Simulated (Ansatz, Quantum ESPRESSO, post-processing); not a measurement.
# Gate doping of W2CO2 MXene, 1 layer, part 4 of 7

Wanted: induced charge and band edges of W2CO2 MXene, 1 layer beside a charged plate.

Quantum ESPRESSO 7.5; plane-wave DFT, PBE, GBRV ultrasoft pseudopotentials; geometry by Ansatz 0.2.0 with PAW datasets.

So far. Step 3 (Self-consistent run: neutral sheet, no gate): The run needed 19 iterations to bring the estimated error under 1e-07 Ry. Step 6 (Band structure: neutral sheet, no gate): By band count these two levels touch or overlap: there is no gap, and they are no band edges.

**7. SCF with pw.x: charge -0.0169 e against a gate**

gate = .true. adds a charged plate at zgate that balances tot_charge; a barrier (block_1 to block_2, block_height) keeps the electrons off it, and dipfield leaves the far side free of field. Negative tot_charge adds electrons. The total energies that the log prints beside a gate are not used here.

The input, g1.in:

```
&control
  prefix = 'g1'
  outdir = './out'
  pseudo_dir = './pseudo'
  calculation = 'scf'
  tprnfor = .true.
  tefield = .true.
  dipfield = .true.
  gate = .true.
/
&system
  ibrav = 0
  nat = 5
  ntyp = 3
  ecutwfc = 40
  ecutrho = 200
  occupations = 'smearing'
  smearing = 'fd'
  degauss = 0.004
  edir = 3
  emaxpos = 0.205356
  eopreg = 0.01
  eamp = 0.0
  zgate = 0.217356
  block = .true.
  block_1 = 0.142405
  block_2 = 0.292306
  block_height = 2.0
  tot_charge = -0.0169
  nbnd = 28
/
&electrons
  conv_thr = 1e-07
  mixing_beta = 0.4
  electron_maxstep = 120
  mixing_mode = 'local-TF'
  startingpot = 'file'
/
ATOMIC_SPECIES
  O   15.9990  o_pbe_v1.2.uspp.F.UPF
  W   183.8400  w_pbe_v1.2.uspp.F.UPF
  C   12.0110  c_pbe_v1.2.uspp.F.UPF
CELL_PARAMETERS angstrom
  3.11243113702313 0.00000000000000 -0.00000000000000
  -1.55621556851156 2.69544443219171 -0.00000000000000
  -0.00000000000000 -0.00000000000000 26.68439158190000
ATOMIC_POSITIONS crystal
  O   0.333333333333 0.666666666667 0.416100378644
  W   0.666666666667 0.333333333333 0.458617459418
  C   -0.000000000000 -0.000000000000 0.499999998077
  W   0.333333333333 0.666666666667 0.541382544234
  O   0.666666666667 0.333333333333 0.583899619627
K_POINTS automatic
  12 12 1 0 0 0
```

On the command line:

```console
> cp -r out/g0.save out/g1.save
> OMP_NUM_THREADS=1 mpirun -n 4 pw.x -nk 4 -in g1.in > g1.out
```

Log:

```text
[banner, memory and clock lines left out]
Program PWSCF v.7.5 starts
[citation notice left out]

[...]
Message from routine setup:
[...]
bravais-lattice index     =            0
     lattice parameter (alat)  =       5.8816  a.u.
     unit-cell volume          =    1510.7202 (a.u.)^3
     number of atoms/cell      =            5
     number of atomic types    =            3
     number of electrons       =        44.02
     number of Kohn-Sham states=           28
     kinetic-energy cutoff     =      40.0000  Ry
     charge density cutoff     =     200.0000  Ry
     scf convergence threshold =      1.0E-07
     mixing beta               =       0.4000
     number of iterations used =            8  local-TF  mixing
     Exchange-correlation= SLA  PW   PBE  PBE
                           (   1   4   3   4   0   0   0)

[...]
PseudoPot. # 1 for O  read from file:
     ./pseudo/o_pbe_v1.2.uspp.F.UPF
     Pseudo is Ultrasoft + core correction, Zval =  6.0
     Generated by new atomic code, or converted to UPF format
     Using radial grid of  737 points,  5 beta functions with:
                l(1) =   0
                l(2) =   0
                l(3) =   1
                l(4) =   1
                l(5) =   2
     Q(r) pseudized with  8 coefficients,  rinner =    0.900   0.900   0.900
                                                       0.900   0.900

     PseudoPot. # 2 for W  read from file:
     ./pseudo/w_pbe_v1.2.uspp.F.UPF
     Pseudo is Ultrasoft + core correction, Zval = 14.0
     Generated by new atomic code, or converted to UPF format
     Using radial grid of  923 points,  8 beta functions with:
                l(1) =   0
                l(2) =   0
                l(3) =   0
                l(4) =   1
                l(5) =   1
                l(6) =   2
                l(7) =   2
                l(8) =   3
     Q(r) pseudized with  6 coefficients,  rinner =    1.350   1.350   1.350
                                                       1.350   1.350   1.350
                                                       1.350

     PseudoPot. # 3 for C  read from file:
     ./pseudo/c_pbe_v1.2.uspp.F.UPF
     Pseudo is Ultrasoft + core correction, Zval =  4.0
     Generated by new atomic code, or converted to UPF format
     Using radial grid of  721 points,  4 beta functions with:
                l(1) =   0
                l(2) =   0
                l(3) =   1
                l(4) =   1
     Q(r) pseudized with  8 coefficients,  rinner =    1.100   1.100   1.100

     atomic species   valence    mass     pseudopotential
     O                 6.00    15.99900     O ( 1.00)
     W                14.00   183.84000     W ( 1.00)
     C                 4.00    12.01100     C ( 1.00)

      6 Sym. Ops. (no inversion) found

                                    s                        frac. trans.

      isym =  1     identity

 cryst.   s( 1) = (     1          0          0      )
                  (     0          1          0      )
                  (     0          0          1      )

 cart.    s( 1) = (  1.0000000 -0.0000000  0.0000000 )
                  (  0.0000000  1.0000000  0.0000000 )
                  (  0.0000000  0.0000000  1.0000000 )

      isym =  2     120 deg rotation - cryst. axis [0,0,1]

 cryst.   s( 2) = (     0          1          0      )
                  (    -1         -1          0      )
                  (     0          0          1      )

 cart.    s( 2) = ( -0.5000000 -0.8660254  0.0000000 )
                  (  0.8660254 -0.5000000  0.0000000 )
                  (  0.0000000  0.0000000  1.0000000 )

      isym =  3     120 deg rotation - cryst. axis [0,0,-1]

 cryst.   s( 3) = (    -1         -1          0      )
                  (     1          0          0      )
                  (     0          0          1      )

 cart.    s( 3) = ( -0.5000000  0.8660254  0.0000000 )
                  ( -0.8660254 -0.5000000  0.0000000 )
                  (  0.0000000  0.0000000  1.0000000 )

      isym =  4     inv. 180 deg rotation - cart. axis [1,0,0]

 cryst.   s( 4) = (    -1          0          0      )
                  (     1          1          0      )
                  (     0          0          1      )

 cart.    s( 4) = ( -1.0000000  0.0000000  0.0000000 )
                  (  0.0000000  1.0000000  0.0000000 )
                  (  0.0000000  0.0000000  1.0000000 )

      isym =  5     inv. 180 deg rotation - cryst. axis [0,1,0]

 cryst.   s( 5) = (     1          1          0      )
                  (     0         -1          0      )
                  (     0          0          1      )

 cart.    s( 5) = (  0.5000000  0.8660254  0.0000000 )
                  (  0.8660254 -0.5000000  0.0000000 )
                  (  0.0000000  0.0000000  1.0000000 )

      isym =  6     inv. 180 deg rotation - cryst. axis [1,1,0]

 cryst.   s( 6) = (     0         -1          0      )
                  (    -1          0          0      )
                  (     0          0          1      )

 cart.    s( 6) = (  0.5000000 -0.8660254  0.0000000 )
                  ( -0.8660254 -0.5000000  0.0000000 )
                  (  0.0000000  0.0000000  1.0000000 )

[...]
number of k points=    19  Fermi-Dirac smearing, width (Ry)=  0.0040
[...]
Dense  grid:    72089 G-vectors     FFT dimensions: (  27,  27, 240)

     Smooth grid:    51713 G-vectors     FFT dimensions: (  24,  24, 216)

     Dynamical RAM for                 wfc:       2.76 MB

     Dynamical RAM for     wfc (w. buffer):      16.54 MB

     Dynamical RAM for           str. fact:       3.30 MB

     Dynamical RAM for           local pot:       0.00 MB

     Dynamical RAM for          nlocal pot:       8.47 MB

     Dynamical RAM for                qrad:       8.18 MB

     Dynamical RAM for          rho,v,vnew:       7.30 MB

     Dynamical RAM for               rhoin:       2.43 MB

     Dynamical RAM for            rho*nmix:      17.60 MB

     Dynamical RAM for           G-vectors:       4.52 MB

     Dynamical RAM for          h,s,v(r/c):       0.14 MB

     Dynamical RAM for          <psi|beta>:       0.04 MB

     Dynamical RAM for                 psi:       5.51 MB

     Dynamical RAM for                hpsi:       5.51 MB

     Dynamical RAM for                spsi:       5.51 MB

     Dynamical RAM for      wfcinit/wfcrot:       5.53 MB

     Dynamical RAM for           addusdens:     105.32 MB

[...]
total energy              =    -397.00906689 Ry
     estimated scf accuracy    <       0.00000154 Ry

     iteration # 12     ecut=    40.00 Ry     beta= 0.40
[...]
---- Real-time Memory Report at c_bands before calling an iterative solver
           248 MiB given to the printing process from OS
           125 MiB allocation reported by mallinfo(arena+hblkhd)
[...]
------------------
[...]
negative rho (up, down):  1.366E-01 0.000E+00

[...]
Dipole               -0.1538 Ry au,         -0.3910 Debye
[...]
total energy              =    -397.00906650 Ry
     estimated scf accuracy    <       0.00000175 Ry

     iteration # 13     ecut=    40.00 Ry     beta= 0.40
[...]
---- Real-time Memory Report at c_bands before calling an iterative solver
           248 MiB given to the printing process from OS
           125 MiB allocation reported by mallinfo(arena+hblkhd)
[...]
------------------
[...]
negative rho (up, down):  1.366E-01 0.000E+00

[...]
Dipole               -0.1541 Ry au,         -0.3918 Debye
[...]
total energy              =    -397.00906655 Ry
     estimated scf accuracy    <       0.00000063 Ry

     iteration # 14     ecut=    40.00 Ry     beta= 0.40
[...]
---- Real-time Memory Report at c_bands before calling an iterative solver
           248 MiB given to the printing process from OS
           125 MiB allocation reported by mallinfo(arena+hblkhd)
[...]
------------------
[...]
negative rho (up, down):  1.366E-01 0.000E+00

[...]
Dipole               -0.1538 Ry au,         -0.3910 Debye
[...]
End of self-consistent calculation

          k = 0.0000 0.0000 0.0000 (  6383 PWs)   bands (ev):

   -75.8650 -75.8072 -40.4163 -39.9304 -39.9304 -39.8379 -39.8282 -39.8282
   -19.8764 -19.6150 -13.9463  -8.8909  -7.6087  -7.6087  -5.6623  -5.6623
    -5.2018  -3.0444  -2.9429  -2.9429  -2.6746  -2.6746  -0.8901   0.5977
     0.5977   1.3304   1.9998   1.9998

     occupation numbers
     1.0000   1.0000   1.0000   1.0000   1.0000   1.0000   1.0000   1.0000
     1.0000   1.0000   1.0000   1.0000   1.0000   1.0000   1.0000   1.0000
     1.0000   1.0000   1.0000   1.0000   1.0000   1.0000   1.0000   0.0000
     0.0000   0.0000   0.0000   0.0000

          k = 0.0000 0.0962 0.0000 (  6377 PWs)   bands (ev):

   -75.8626 -75.8065 -40.4066 -39.9806 -39.9418 -39.8558 -39.8308 -39.8221
   -19.8146 -19.5822 -13.9561  -8.7668  -7.6123  -7.5130  -5.8898  -5.6147
    -5.0549  -3.8442  -3.5857  -2.9223  -2.2893  -2.0207  -0.7961   0.6972
     0.7094   1.4754   1.8943   2.0421

     occupation numbers
     1.0000   1.0000   1.0000   1.0000   1.0000   1.0000   1.0000   1.0000
     1.0000   1.0000   1.0000   1.0000   1.0000   1.0000   1.0000   1.0000
     1.0000   1.0000   1.0000   1.0000   1.0000   1.0000   1.0000   0.0000
     0.0000   0.0000   0.0000   0.0000

[...]
the Fermi energy is    -0.0585 ev

!    total energy              =    -397.00906658 Ry
     estimated scf accuracy    <       0.00000007 Ry
     smearing contrib. (-TS)   =      -0.00100474 Ry
     internal energy E=F+TS    =    -397.00806185 Ry

     The total energy is F=E-TS. E is the sum of the following terms:
     one-electron contribution =   -4426.75681952 Ry
     hartree contribution      =    2211.65905031 Ry
     xc contribution           =    -100.72900506 Ry
     ewald contribution        =    1921.95915603 Ry
     electric field correction =       0.00019682 Ry
     gate field correction     =      -3.14064043 Ry

     convergence has been achieved in  14 iterations

     negative rho (up, down):  1.366E-01 0.000E+00

     Forces acting on atoms (cartesian axes, Ry/au):

     atom    1 type  1   force =     0.00000000    0.00000000   -0.00741310
     atom    2 type  2   force =     0.00000000    0.00000000    0.00507485
     atom    3 type  3   force =     0.00000000    0.00000000   -0.00040564
     atom    4 type  2   force =     0.00000000    0.00000000   -0.00038508
     atom    5 type  1   force =     0.00000000    0.00000000    0.00312896
     The non-local contrib.  to forces
     atom    1 type  1   force =     0.00000000    0.00000000    1.14303637
     atom    2 type  2   force =     0.00000000    0.00000000    0.01294668
     atom    3 type  3   force =     0.00000000   -0.00000000   -0.00161437
     atom    4 type  2   force =     0.00000000    0.00000000   -0.01744850
     atom    5 type  1   force =     0.00000000    0.00000000   -1.16971025
     The ionic contribution  to forces
     atom    1 type  1   force =     0.00000000   -0.00000000  -70.99457082
     atom    2 type  2   force =    -0.00000000    0.00000000  -84.77872124
     atom    3 type  3   force =    -0.00000000   -0.00000000   -0.00000129
     atom    4 type  2   force =     0.00000000   -0.00000000   84.77872348
     atom    5 type  1   force =    -0.00000000    0.00000000   70.99456988
     The local contribution  to forces
     atom    1 type  1   force =     0.00000000   -0.00000000   69.80892111
     atom    2 type  2   force =    -0.00000000    0.00000000   84.69156936
     atom    3 type  3   force =    -0.00000000    0.00000000   -0.02169372
     atom    4 type  2   force =     0.00000000   -0.00000000  -84.84197626
     atom    5 type  1   force =    -0.00000000    0.00000000  -69.85528094
     The core correction contribution to forces
     atom    1 type  1   force =     0.00000000   -0.00000000   -0.00637956
     atom    2 type  2   force =     0.00000000   -0.00000000   -0.00920567
     atom    3 type  3   force =     0.00000000    0.00000000    0.00001399
     atom    4 type  2   force =    -0.00000000    0.00000000    0.00877485
     atom    5 type  1   force =    -0.00000000    0.00000000    0.00655412
     The Hubbard contrib.    to forces
     atom    1 type  1   force =     0.00000000    0.00000000    0.00000000
     atom    2 type  2   force =     0.00000000    0.00000000    0.00000000
     atom    3 type  3   force =     0.00000000    0.00000000    0.00000000
     atom    4 type  2   force =     0.00000000    0.00000000    0.00000000
     atom    5 type  1   force =     0.00000000    0.00000000    0.00000000
     The SCF correction term to forces
     atom    1 type  1   force =     0.00000000   -0.00000000    0.00054166
     atom    2 type  2   force =    -0.00000001   -0.00000000    0.00124592
     atom    3 type  3   force =     0.00000001    0.00000001    0.00026972
     atom    4 type  2   force =     0.00000001    0.00000001    0.00072914
     atom    5 type  1   force =    -0.00000000   -0.00000000    0.00023181

     Gate contribution to forces:
     atom    1 type  1   force =     0.00000000    0.00000000    0.02562625
     atom    2 type  2   force =     0.00000000    0.00000000    0.05135561
     atom    3 type  3   force =     0.00000000    0.00000000    0.01232623
     atom    4 type  2   force =     0.00000000    0.00000000    0.03492801
     atom    5 type  1   force =     0.00000000    0.00000000    0.01135244

     Total force =     0.009529     Total SCF correction =     0.001582
     SCF correction compared to forces is large: reduce conv_thr to get better values

[...]
```

Run time: 28 s. Hardware: 4 MPI ranks of Arm Neoverse V2, shared host; peak memory 0.79 GiB.

This step gave:

* Fermi energy: -0.0585 eV

The program's own clock; routines nest. Time by routine:

| routine | wall time (s) | calls |
| --- | --- | --- |
| PWSCF | 27.94 | 1 |
| electrons | 26.22 | 1 |
| c_bands | 15.43 | 14 |
| cegterg | 13.98 | 70 |
| h_psi | 10.7 | 261 |
| fftw | 9.42 | 12184 |
| vloc_psi | 8.67 | 261 |
| sum_band | 4.3 | 14 |
| mix_rho | 3.81 | 14 |
| ffts | 2.31 | 1628 |
| sum_band:loo | 2.23 | 14 |
| newd | 1.99 | 15 |
| addusdens | 1.97 | 14 |
| calbec | 1.46 | 351 |

The run needed 14 iterations to bring the estimated error under 1e-07 Ry.

**8. Density by pp.x**

The input, g1.rho.in:

```
&inputpp
  prefix = 'g1'
  outdir = './out'
  filplot = 'g1.rho.dat'
  plot_num = 0
/
```

On the command line:

```console
> OMP_NUM_THREADS=1 mpirun -n 4 pp.x -in g1.rho.in > g1.rho.out
```

Run time: 1 s. Hardware: 4 MPI ranks; peak memory 0.15 GiB; 3.8 s of CPU time.

This step gave:

| Quantity | Value |
| --- | --- |
| electrons by integration | 44.02 e |

The density integrates to 44.017 electrons, as the 44.02 of the input ask.

**9. Electrostatic potential**

The potential should show the barrier, the kink at the plate, the step of the dipole correction and a flat far side.

The input, g1.pot.in:

```
&inputpp
  prefix = 'g1'
  outdir = './out'
  filplot = 'g1.pot.dat'
  plot_num = 11
/
```

On the command line:

```console
> OMP_NUM_THREADS=1 mpirun -n 4 pp.x -in g1.pot.in > g1.pot.out
```

Log:

```text
[banner, memory and clock lines left out]
Program POST-PROC v.7.5 starts
[citation notice left out]

[...]
./out/g1.save/

[...]
negative rho (up, down):  1.366E-01 0.000E+00

     Adding external electric field

     Computed dipole along edir(3) :
        Dipole               -0.1538 Ry au,         -0.3910 Debye
        Dipole field         -0.0013 Ry au,

        Potential amp.        0.1278 Ry
        Total length         49.9219 bohr

     Calling punch_plot, plot_num =  11

     Adding external electric field

     Computed dipole along edir(3) :
        Dipole               -0.1538 Ry au,         -0.3910 Debye
        Dipole field         -0.0013 Ry au,

        Potential amp.        0.1278 Ry
        Total length         49.9219 bohr

     Writing data to file  g1.pot.dat
     Message from routine chdens:
     namelist plot not found or invalid, exiting
```

Elapsed: 1 s, on 4 MPI ranks; peak memory 0.15 GiB.

Electrostatic potential energy of an electron, with the sawtooth; zero at the Fermi level. The potential energy, planar mean by z:

| z (Å) | potential energy, planar mean (eV) |
| --- | --- |
| 0 | 5.82 |
| 2 | 5.82 |
| 4 | 26.2 |
| 6 | 31.3 |
| 8 | 4.87 |
| 10 | 5.13 |
| 12 | -13.7 |
| 14 | -12.9 |
| 16 | -0.163 |
| 18 | 5.81 |
| 20 | 5.82 |
| 22 | 5.82 |
| 24 | 5.82 |
| 26 | 5.82 |

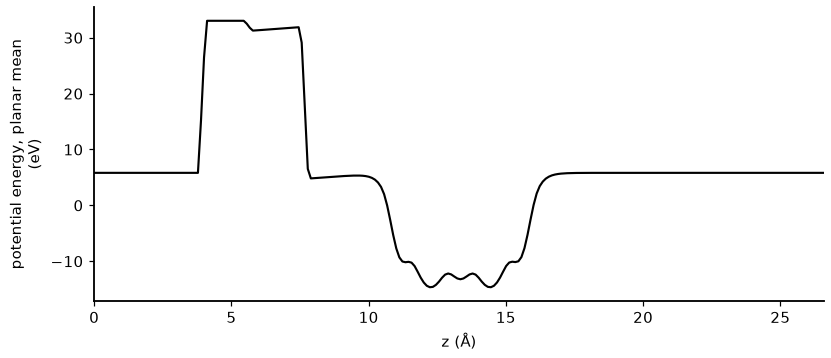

Potential energy, planar mean, plotted against z.

**10. Induced charge**

The planar mean oscillates, so the rows of the table below give means over windows of 2 Å about each position, cut where the curve ends. Its maxima inside the range that stand out by 2 % of the span (Å: e/Å³): 10.5: 0.00135, 11.2: 8.0e-4, 12.2: 4.0e-4, 13.0: 1.3e-4, 14.5: 1.2e-4. Its minima: 11.0: 6.2e-4, 11.9: -4.0e-5, 12.7: 2.0e-5, 13.9: -8.3e-5, 14.9: -3.9e-5.

The planar mean by z; means over each step:

| z (Å) | planar mean (e/Å³) |
| --- | --- |
| 4 | -2.2e-9 |
| 6 | -2.0e-7 |
| 8 | 1.3e-5 |
| 10 | 7.1e-4 |
| 12 | 2.9e-4 |
| 14 | 1.6e-5 |
| 16 | -1.5e-5 |
| 18 | -1.9e-7 |
| 20 | 0 |

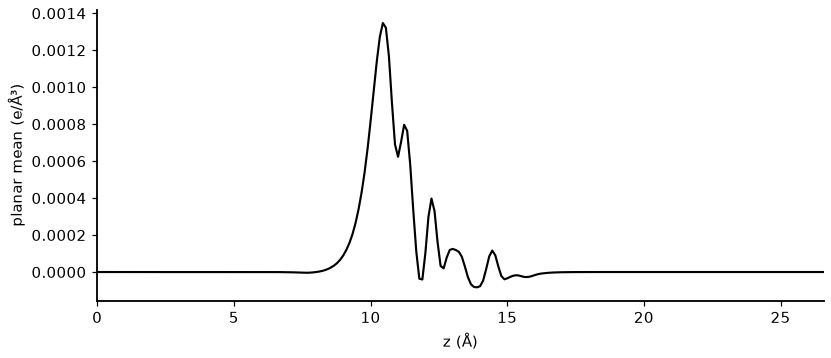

Planar mean, plotted against z.

Running integral, electrons below z against z:

| z (Å) | running integral, electrons below z (e/Å²) |
| --- | --- |
| 6 | -3.2e-8 |
| 8 | -3.0e-6 |
| 10 | 4.2e-4 |
| 12 | 0.00184 |
| 14 | 0.00202 |
| 16 | 0.00202 |
| 18 | 0.00201 |
| 20 | 0.00201 |
| 22 | 0.00201 |
| 24 | 0.00201 |
| 26 | 0.00201 |

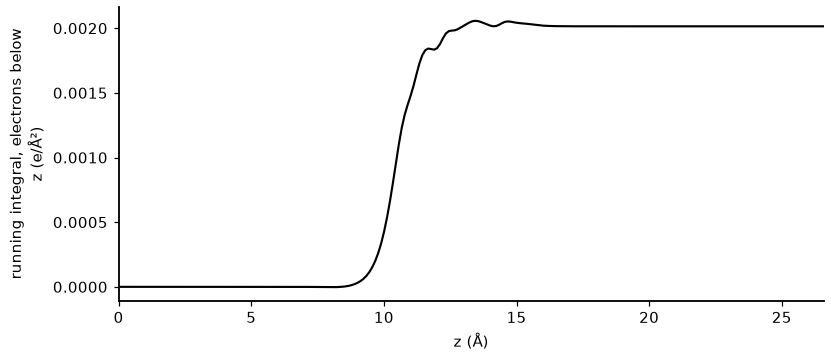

Running integral, electrons below z against z.

(Continued in part 5 of 7.)

[Logs are printed without paths, hosts, clocks, repeated set-up lines and the standing remarks that a program may print on its own settings, such as how far it seeks lower states.]

[Hosts, paths, dates, database ids (printed as entryN), source tags and the programs' standing remarks are cut or masked in the printed files.]

[Maps of the electrostatic potential energy from Ansatz leave out the sawtooth potential of an applied field or a dipole correction, so their vacuum need not be flat; planar profiles and work functions include it.]
